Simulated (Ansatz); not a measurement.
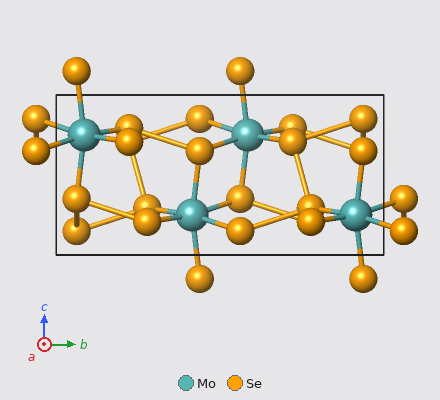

The structure, seen along [100]; the drawing may span several cells.

Structure (in its standard cell), the geometry relaxed (final pressure about 7.4 GPa) with DFT, PAW plane waves, r2scan (Ansatz); the starting structure was generated, so it need not be a known form of this composition:

```yaml
crystal:
  lattice:
    - [5.87754, 0.00000, 0.00000]
    - [0.00000, 12.32259, 0.00000]
    - [-2.26951, 0.00000, 6.02516]
  atoms:
    - { symbol: Mo, position: [0.50000, 0.58497, 0.75000] }
    - { symbol: Mo, position: [0.00000, 0.91503, 0.25000] }
    - { symbol: Se, position: [0.74841, 0.56188, 0.14934] }
    - { symbol: Se, position: [0.25159, 0.56188, 0.35066] }
    - { symbol: Se, position: [0.75159, 0.93812, 0.85066] }
    - { symbol: Se, position: [0.24841, 0.93812, 0.64934] }
    - { symbol: Se, position: [0.75870, 0.72243, 0.70709] }
    - { symbol: Se, position: [0.24130, 0.72243, 0.79291] }
    - { symbol: Se, position: [0.74130, 0.77757, 0.29291] }
    - { symbol: Se, position: [0.25870, 0.77757, 0.20709] }
    - { symbol: Mo, position: [0.00000, 0.08497, 0.75000] }
    - { symbol: Mo, position: [0.50000, 0.41503, 0.25000] }
    - { symbol: Se, position: [0.24841, 0.06188, 0.14934] }
    - { symbol: Se, position: [0.75159, 0.06188, 0.35066] }
    - { symbol: Se, position: [0.25159, 0.43812, 0.85066] }
    - { symbol: Se, position: [0.74841, 0.43812, 0.64934] }
    - { symbol: Se, position: [0.25870, 0.22243, 0.70709] }
    - { symbol: Se, position: [0.74130, 0.22243, 0.79291] }
    - { symbol: Se, position: [0.24130, 0.27757, 0.29291] }
    - { symbol: Se, position: [0.75870, 0.27757, 0.20709] }
```

Q: What does the kinematic electron diffraction pattern along [100] look like at 200 kV (B = 0.5 Å²)?

A: The spots form a rectangular net (close to square) whose two shortest vectors correspond to d = 6.16 Å and 6.03 Å, 90.0° apart. They are 0 2 0 (weak) and 0 0 1 (itself extinct). The pattern has symmetry 2mm. The lattice centring (C) removes all reflections that break h + k = 2n; a glide plane extinguishes reflections such as 0 0 1, 0 0 3.

Strongest reflections with d > 1.89 Å, one of each family (|F|² from tabulated Gaussian fits of the electron scattering factors, times a small damping for the curvature of the Ewald sphere):

```
  hkl  d (Å)  I (strongest = 100)
0 0 2  3.013                  100
0 6 0  2.054                   54
0 4 1  2.743                   22
0 2 3  1.910                   14
0 4 0  3.081                    6
0 2 1  4.308                    5
```

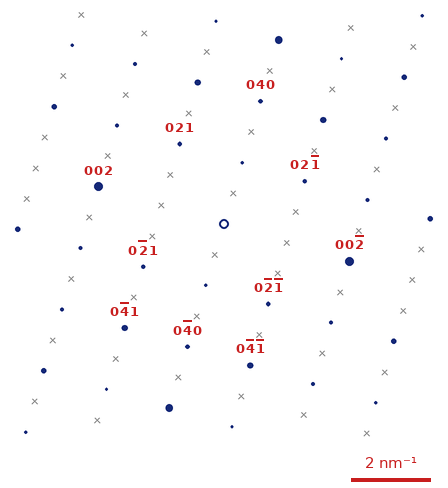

Calculated pattern, seen from the source side with [100] pointing towards the source; crosses mark the places of extinct reflections.
